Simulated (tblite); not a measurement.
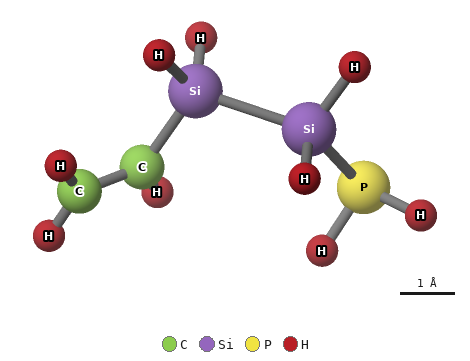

Fig. 1: The input geometry (ball-and-stick view, seen at a tilt).

**C₂H₉PSi₂ (charge −1): geometry relaxation (part 1 of 2)**

System: C₂H₉PSi₂, charge −1, multiplicity 2.
Method: GFN2-xTB geometry optimisation, gas phase (tblite 0.8.0).

It belongs to a series of runs on one base structure; here: electron added.

**Input**
```
{"job": {"kind": "relax", "xc": "GFN2-xTB", "basis": "xTB"}, "charge": -1, "multiplicity": 2}
C      0.170300    -2.513600    -1.133400
C     -0.583000    -1.407500    -0.595200
Si    -0.206800    -0.710300     1.055600
Si     0.574500     1.462300     0.848200
P     -0.839600     2.740500    -0.277100
H      0.967300    -2.987200    -0.592900
H     -0.115900    -2.902100    -2.108000
H     -1.403000    -0.994400    -1.140900
H     -1.455800    -0.722700     1.866300
H      0.783300    -1.554000     1.758800
H      0.775800     2.076400     2.189900
H      1.864500     1.483000     0.124000
H     -0.601700     2.186000    -1.551700
H      0.034500     3.843000    -0.465800
```

The first line tells a small driver script what to run in tblite; the rest is the geometry in Å.

Launched with:
```bash
OMP_NUM_THREADS=1 python <driver script> task.json out
```

**What the program printed**
```
step      E/eV     max force
  0    -406.01050    3.149
  1    -406.14847    0.820
  2    -406.18930    0.607
  3    -406.26392    0.596
  4    -406.28298    0.532
  5    -406.33408    0.391
  6    -406.34750    0.337
  7    -406.37440    0.464
  8    -406.39363    0.548
  9    -406.42128    0.375
 10    -406.43378    0.284
 11    -406.44694    0.295
 12    -406.45796    0.337
 13    -406.46862    0.356
 14    -406.48118    0.302
 15    -406.49579    0.353
 16    -406.50966    0.361
 17    -406.52353    0.387
 18    -406.53663    0.296
 19    -406.54753    0.289
 20    -406.55570    0.234
 21    -406.56291    0.247
 22    -406.57007    0.229
 23    -406.57913    0.332
 24    -406.59202    0.400
 25    -406.60638    0.318
 26    -406.61862    0.303
 27    -406.62916    0.267
 28    -406.63785    0.263
 29    -406.64655    0.273
 30    -406.65719    0.337
 31    -406.66700    0.261
 32    -406.67357    0.253
 33    -406.67950    0.206
 34    -406.68393    0.194
 35    -406.68776    0.199
 36    -406.69089    0.112
 37    -406.69291    0.114
 38    -406.69496    0.116
 39    -406.69789    0.192
 40    -406.70268    0.243
 41    -406.70906    0.293
 42    -406.71511    0.232
 43    -406.71909    0.139
 44    -406.72123    0.115
 45    -406.72317    0.143
 46    -406.72556    0.177
 47    -406.72777    0.138
 48    -406.72958    0.122
 49    -406.73111    0.115
 50    -406.73257    0.115
 51    -406.73404    0.117
 52    -406.73543    0.105
 53    -406.73670    0.098
 54    -406.73806    0.111
 55    -406.73961    0.137
 56    -406.74107    0.111
 57    -406.74223    0.080
 58    -406.74328    0.102
 59    -406.74473    0.147
 60    -406.74683    0.158
 61    -406.75077    0.128
 62    -406.75261    0.100
 63    -406.75431    0.106
 64    -406.75562    0.124
 65    -406.75750    0.132
 66    -406.75975    0.234
 67    -406.76239    0.131
 68    -406.76437    0.135
 69    -406.76597    0.091
 70    -406.76675    0.090
 71    -406.76800    0.083
 72    -406.76929    0.114
 73    -406.77039    0.140
 74    -406.77209    0.167
 75    -406.77341    0.134
 76    -406.77486    0.064
 77    -406.77523    0.065
 78    -406.77563    0.061
 79    -406.77648    0.062
 80    -406.77729    0.087
 81    -406.77896    0.100
 82    -406.78012    0.093
 83    -406.78093    0.095
 84    -406.78159    0.099
 85    -406.78265    0.103
 86    -406.78448    0.112
 87    -406.78627    0.112
 88    -406.78719    0.103
 89    -406.78772    0.082
 90    -406.78814    0.052
 91    -406.78860    0.055
 92    -406.78901    0.071
 93    -406.78967    0.088
 94    -406.79028    0.070
 95    -406.79066    0.054
 96    -406.79081    0.034
 97    -406.79091    0.027
 98    -406.79099    0.036
 99    -406.79109    0.037
100    -406.79118    0.035
101    -406.79127    0.021
102    -406.79134    0.020
103    -406.79140    0.020
104    -406.79149    0.035
105    -406.79164    0.026
106    -406.79184    0.042
107    -406.79206    0.025
108    -406.79219    0.019
109    -406.79229    0.022
110    -406.79239    0.027
111    -406.79249    0.027
112    -406.79257    0.025
113    -406.79265    0.019
114    -406.79271    0.018
115    -406.79281    0.020
116    -406.79288    0.026
117    -406.79296    0.024
118    -406.79306    0.021
119    -406.79316    0.030
120    -406.79325    0.029
121    -406.79336    0.031
122    -406.79353    0.027
123    -406.79376    0.037
124    -406.79412    0.052
125    -406.79465    0.069
126    -406.79506    0.076
127    -406.79539    0.045
128    -406.79571    0.050
129    -406.79604    0.045
130    -406.79645    0.062
131    -406.79695    0.085
132    -406.79729    0.084
133    -406.79793    0.044
134    -406.79833    0.045
135    -406.79859    0.047
136    -406.79891    0.044
137    -406.79924    0.054
138    -406.79969    0.060
139    -406.80017    0.052
140    -406.80009    0.127
141    -406.80053    0.033
142    -406.80064    0.028
143    -406.80082    0.021
144    -406.80090    0.024
145    -406.80094    0.020
146    -406.80097    0.015
147    -406.80103    0.016
148    -406.80106    0.015
149    -406.80111    0.022
150    -406.80116    0.023
151    -406.80124    0.027
152    -406.80133    0.029
153    -406.80145    0.039
154    -406.80161    0.040
155    -406.80178    0.047
156    -406.80208    0.041
157    -406.80240    0.035
158    -406.80254    0.030
159    -406.80268    0.031
160    -406.80284    0.032
161    -406.80311    0.033
162    -406.80335    0.033
163    -406.80368    0.060
164    -406.80388    0.084
165    -406.80435    0.072
166    -406.80491    0.034
167    -406.80544    0.030
168    -406.80630    0.076
169    -406.80680    0.075
170    -406.80726    0.057
171    -406.80768    0.054
172    -406.80797    0.051
173    -406.80819    0.042
174    -406.80843    0.033
175    -406.80849    0.020
176    -406.80854    0.015
177    -406.80859    0.013
178    -406.80863    0.017
179    -406.80867    0.017
180    -406.80871    0.011
181    -406.80874    0.010
182    -406.80876    0.007
```

**Trajectory as extended XYZ (Å, eV, eV/Å), 16 of the 183 frames kept, from step=0 to step=182**
```
14
Properties=species:S:1:pos:R:3:forces:R:3 step=0 energy=-406.01050
C     0.1703   -2.5136   -1.1334   -1.8710   1.8350   0.0890
C    -0.5830   -1.4075   -0.5952    2.0340  -2.4040  -0.0140
Si   -0.2068   -0.7103    1.0556   -0.2580  -0.2010  -0.5040
Si    0.5745    1.4623    0.8482   -0.1600  -0.1740   0.2080
P    -0.8396    2.7405   -0.2771   -0.2450   0.2550   0.7090
H     0.9673   -2.9872   -0.5929   -0.0610   0.0880   0.0000
H    -0.1159   -2.9021   -2.1080    0.2610  -0.0470   0.2110
H    -1.4030   -0.9944   -1.1409   -0.1990   0.0380  -0.4730
H    -1.4558   -0.7227    1.8663    0.0960   0.0910   0.3110
H     0.7833   -1.5540    1.7588   -0.0880   0.1000   0.1030
H     0.7758    2.0764    2.1899    0.0870   0.1980  -0.3110
H     1.8645    1.4830    0.1240    0.0550   0.1970   0.1710
H    -0.6017    2.1860   -1.5517    0.3820   0.2640   0.0810
H     0.0345    3.8430   -0.4658   -0.0340  -0.2380  -0.5800
14
Properties=species:S:1:pos:R:3:forces:R:3 step=12 energy=-406.45796
C     0.1114   -2.5895   -1.1871    0.0610  -0.0400  -0.0450
C    -0.5948   -1.5749   -0.6045    0.1300  -0.1560   0.0280
Si   -0.2238   -0.7797    1.0082    0.0450   0.2470   0.1050
Si    0.4825    1.4627    0.9164    0.0190   0.1440   0.1130
P    -0.8018    2.9399   -0.1860    0.0860  -0.1180  -0.1770
H     0.9360   -3.0678   -0.6801   -0.0980  -0.0070   0.0510
H    -0.0726   -2.9251   -2.1952   -0.0560   0.0110  -0.0870
H    -1.3496   -1.0888   -1.2192   -0.0320  -0.0600   0.0360
H    -1.3839   -0.7158    1.9662   -0.0400  -0.0920  -0.1390
H     0.7386   -1.5465    1.8282    0.0510  -0.0410  -0.0860
H     0.8305    2.2240    2.1383    0.0000   0.0630   0.0750
H     1.8110    1.5758    0.2308   -0.1090  -0.0580   0.0060
H    -0.5867    2.1734   -1.3504   -0.1250   0.2420   0.1980
H     0.0677    3.9118   -0.6879    0.0700  -0.1360  -0.0780
14
Properties=species:S:1:pos:R:3:forces:R:3 step=24 energy=-406.59202
C     0.1238   -2.6464   -1.2070    0.0040  -0.0670  -0.1120
C    -0.5824   -1.6762   -0.5795   -0.0140  -0.0100  -0.1030
Si   -0.1855   -0.7323    0.9687    0.1400   0.1670  -0.3350
Si    0.4127    1.5739    1.0891   -0.0110   0.0830   0.0740
P    -0.7317    3.1070   -0.1546    0.1110  -0.0170   0.1750
H     0.9134   -3.2036   -0.7281    0.0510   0.1290   0.1040
H    -0.0834   -2.9409   -2.2261   -0.0610  -0.0480  -0.0620
H    -1.3670   -1.2073   -1.1782    0.0360  -0.0660   0.0080
H    -1.4197   -0.8357    1.7613   -0.2810  -0.0050   0.2660
H     0.8137   -1.5052    1.7344    0.0310   0.0560   0.0820
H     0.8910    2.4817    2.2017   -0.0410   0.0060  -0.1330
H     1.7005    1.5742    0.3265    0.0930   0.0120  -0.0010
H    -0.7920    2.2252   -1.2037   -0.1150  -0.1590  -0.0730
H     0.2709    3.7850   -0.8266    0.0580  -0.0830   0.1100
14
Properties=species:S:1:pos:R:3:forces:R:3 step=36 energy=-406.69089
C     0.1340   -2.6533   -1.2377    0.0090  -0.0340   0.0130
C    -0.6160   -1.7041   -0.6350    0.0220   0.0080  -0.0100
Si   -0.2297   -0.6546    0.8686    0.0060   0.0000   0.0910
Si    0.4636    1.5929    1.1621    0.0020  -0.0190  -0.0290
P    -0.6874    3.0922   -0.0827   -0.0440   0.0370   0.0880
H     0.9717   -3.1171   -0.7431    0.0710   0.0500   0.0610
H    -0.0942   -3.0460   -2.2199   -0.0180   0.0270  -0.0410
H    -1.4317   -1.3071   -1.2403   -0.0750  -0.0340  -0.0020
H    -1.4578   -0.8311    1.7094    0.0000   0.0940  -0.0610
H     0.8127   -1.3399    1.6872   -0.0460  -0.0330  -0.0890
H     0.9010    2.6613    2.1510    0.0490  -0.0280   0.0370
H     1.7635    1.5712    0.4096    0.0300   0.0110   0.0480
H    -0.9814    2.2049   -1.0861   -0.0120  -0.0920  -0.0310
H     0.4163    3.5303   -0.7654    0.0080   0.0130  -0.0760
14
Properties=species:S:1:pos:R:3:forces:R:3 step=49 energy=-406.73111
C     0.1639   -2.6072   -1.2364   -0.0420  -0.0460   0.0440
C    -0.6656   -1.7193   -0.6452    0.0410   0.1010  -0.0380
Si   -0.2633   -0.6114    0.8201    0.0090   0.0110  -0.0650
Si    0.5437    1.5934    1.1827    0.0130  -0.0220   0.0050
P    -0.6651    3.0540   -0.0468   -0.0090  -0.0170  -0.0290
H     1.0567   -2.9495   -0.7333   -0.0010   0.0360  -0.0480
H    -0.0473   -3.0742   -2.1915    0.0100   0.0420   0.0220
H    -1.5389   -1.4207   -1.2310    0.0200  -0.0520   0.0280
H    -1.5225   -0.6504    1.6186   -0.0340  -0.0420  -0.0030
H     0.7385   -1.3922    1.5902   -0.0130  -0.0170   0.0960
H     0.9664    2.6410    2.2013   -0.0070  -0.0170   0.0070
H     1.8646    1.5888    0.4770    0.0070  -0.0010  -0.0420
H    -1.0371    2.0998   -0.9706   -0.0200   0.0250   0.0520
H     0.3706    3.4473   -0.8571    0.0240  -0.0020  -0.0310
14
Properties=species:S:1:pos:R:3:forces:R:3 step=61 energy=-406.75077
C     0.2022   -2.5700   -1.2541   -0.0380  -0.0060  -0.0090
C    -0.6474   -1.7156   -0.6488   -0.0050   0.0590   0.0230
Si   -0.2782   -0.5849    0.8089    0.0570  -0.1130  -0.0170
Si    0.5810    1.6026    1.1805    0.0490  -0.0610   0.0650
P    -0.5903    3.0905   -0.0368    0.0120   0.0560   0.0260
H     1.1507   -2.8202   -0.8039   -0.0030  -0.0300  -0.0400
H    -0.0463   -3.0829   -2.1754    0.0840   0.0200  -0.0050
H    -1.5712   -1.5010   -1.1933    0.0570  -0.0060   0.0500
H    -1.5950   -0.6162    1.5001   -0.0800   0.0730   0.0630
H     0.6192   -1.3959    1.6905   -0.0350   0.0740  -0.0540
H     1.0322    2.6069    2.2267   -0.0170   0.0080   0.0020
H     1.9044    1.5946    0.4747   -0.0190  -0.0500  -0.0350
H    -1.1743    2.1009   -0.7974   -0.0160   0.0280  -0.0510
H     0.3775    3.2907   -0.9941   -0.0470  -0.0520  -0.0180
14
Properties=species:S:1:pos:R:3:forces:R:3 step=73 energy=-406.77039
C     0.2677   -2.5178   -1.2801    0.0160   0.0310   0.0100
C    -0.6178   -1.7375   -0.6213    0.0240  -0.0110  -0.0010
Si   -0.3218   -0.5848    0.8287   -0.0740   0.0970   0.0090
Si    0.6174    1.5786    1.1777   -0.0040  -0.0790   0.0250
P    -0.4694    3.1198   -0.0431   -0.0120   0.0510  -0.1300
H     1.2603   -2.7077   -0.9002   -0.0280   0.0070   0.0600
H     0.0232   -3.0184   -2.2087    0.0140   0.0230  -0.0140
H    -1.5684   -1.5857   -1.1346   -0.0210   0.0070  -0.0030
H    -1.6963   -0.4766    1.4117    0.0490  -0.0480  -0.0160
H     0.4736   -1.3613    1.8164    0.0220  -0.0520   0.0050
H     1.1188    2.5529    2.2313   -0.0010  -0.0240  -0.0450
H     1.9185    1.5075    0.4441    0.0600  -0.0180  -0.0070
H    -1.3696    2.2174   -0.5792    0.0430   0.0370   0.0180
H     0.3283    3.0132   -1.1649   -0.0880  -0.0200   0.0880
14
Properties=species:S:1:pos:R:3:forces:R:3 step=85 energy=-406.78265
C     0.2981   -2.4733   -1.2646   -0.0450   0.0780  -0.0070
C    -0.6244   -1.7265   -0.6159   -0.0300   0.0170   0.0070
Si   -0.3639   -0.5872    0.8504    0.0190  -0.0280  -0.0570
Si    0.6261    1.5518    1.1448   -0.0020  -0.0220   0.0270
P    -0.4114    3.1401   -0.0714   -0.0120  -0.0280   0.0010
H     1.2725   -2.6577   -0.8396    0.0120   0.0080   0.0270
H     0.1168   -2.9283   -2.2309   -0.0230  -0.0140   0.0340
H    -1.5710   -1.5711   -1.1405    0.0890  -0.0290  -0.0430
H    -1.7339   -0.5029    1.4262   -0.0360   0.0150   0.0240
H     0.4213   -1.3715    1.8431    0.0300  -0.0110   0.0020
H     1.1843    2.5081    2.1766    0.0100   0.0310   0.0360
H     1.9310    1.4244    0.4137   -0.0340  -0.0250  -0.0400
H    -1.4449    2.3183   -0.4775    0.0110   0.0090   0.0220
H     0.2639    2.8754   -1.2367    0.0110  -0.0020  -0.0320
```
